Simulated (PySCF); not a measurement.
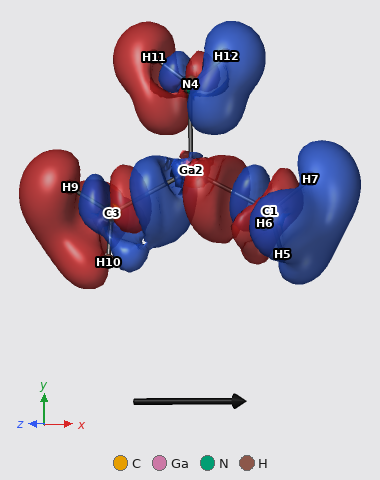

Figure. C₂H₈GaN, SMILES `C[Ga](C)N`. Change of the electron density in a uniform field of 0.26 V/Å along +x (arrow), surfaces at ±0.0015 e/Å³ (red: gain, blue: loss).

Level of theory: ωB97X/def2-SVPD (PySCF), at a geometry from GFN2-xTB. No frequency check shows the geometry to be a minimum. GFN2-xTB bond lengths at metals and heavier atoms can be off by up to 0.1 Å and shapes distorted, which carries into these values.

The calculation's input:

```python
import numpy as np
from pyscf import gto, scf, dft
from pyscf.scf import atom_ks, atom_hf
from scipy.linalg import block_diag

def solve(mol, dm0=None, hcore=None):
    mf = (dft.UKS if mol.spin else dft.RKS)(mol, xc='wb97x')
    mf.grids.level = 3
    mf = mf.density_fit(auxbasis='def2-universal-jkfit')
    mf.conv_tol, mf.max_cycle = 1e-8, 80
    if hcore is not None:
        mf.get_hcore = lambda *args: hcore
    mf.kernel(dm0)
    if not mf.converged:
        mf = mf.newton().run(mf.mo_coeff, mf.mo_occ, max_cycle=30)
    assert mf.converged, 'SCF not converged'
    return mf

mol = gto.M(atom='''
C      1.83707    -0.88443     0.00028
Ga     0.00132    -0.01114    -0.00043
C     -1.82131    -0.91221     0.00050
N     -0.01874     1.81447     0.00023
H      1.84291    -1.79698    -0.60020
H      2.13525    -1.15566     1.01618
H      2.58676    -0.19852    -0.40052
H     -2.24267    -0.92723    -1.00784
H     -2.51497    -0.36530     0.64341
H     -1.76000    -1.94394     0.35351
H     -0.84687     2.39600     0.02862
H      0.79519     2.41557    -0.02626
''', basis='def2-svpd', charge=0, spin=0, verbose=4)
field = np.array([0.005, 0.0, 0.0])  # atomic units
mol.set_common_orig(mol.atom_charges() @ mol.atom_coords() / mol.atom_charges().sum())
mf = solve(mol)
out = dict(dm0=mf.make_rdm1(), d0=mf.dip_moment(unit='AU'), e0=mf.e_tot)
for name, sign in (('p', 1), ('m', -1)):
    h = mf.get_hcore() + sign * np.einsum('x,xij->ij', field, mol.intor('int1e_r'))
    mi = solve(mol, mf.make_rdm1(), h)
    out.update({'dm' + name: mi.make_rdm1(), 'd' + name: mi.dip_moment(unit='AU'), 'e' + name: mi.e_tot})
# spherically averaged free atoms, for the promolecule
atm = atom_ks.get_atm_nrks(mol, xc='wb97x')
pro = block_diag(*[(atm[a[0]][2] * atm[a[0]][3]) @ atm[a[0]][2].T for a in mol._atom])
np.savez('result.npz', pro=pro, **out)
```

Command:

```sh
OMP_NUM_THREADS=1 python input.py
```

The run took 25 s on 1 thread of AMD EPYC 9R14 (Zen 4), on a shared host, peak memory 0.87 GiB.

Partitions, critical points and surface values were worked out afterwards from this run's density.

> What dipole is induced, and what polarisability does it imply?

The induced dipole is 0.93 D (along the field); α along this axis, from the fields in both directions, is 74 bohr³ (10.9 Å³).

> Which atoms gain and lose the most charge?

Electrons gather most on H9 (Hirshfeld charge changes by −0.010 e) and leave H7 most (+0.010 e); 0.078 electrons are displaced in all.
